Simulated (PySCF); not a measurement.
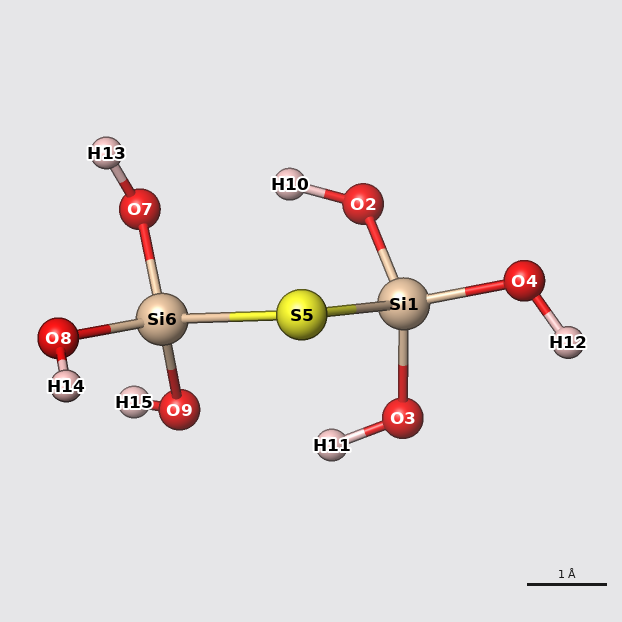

The computed structure is the end point of a PBE0-D3(BJ)/def2-SVP optimisation. No frequency run is at hand to confirm it as a minimum.

Find the hydrogen bonds (donors O, N, F, S or Cl) and give their geometry.

```
    D–H···A  D–H (Å)  H···A (Å)  angle (°)            kind
O2–H10···O7     0.97       2.01        153  intramolecular
O3–H11···O9     0.97       2.01        143  intramolecular
```
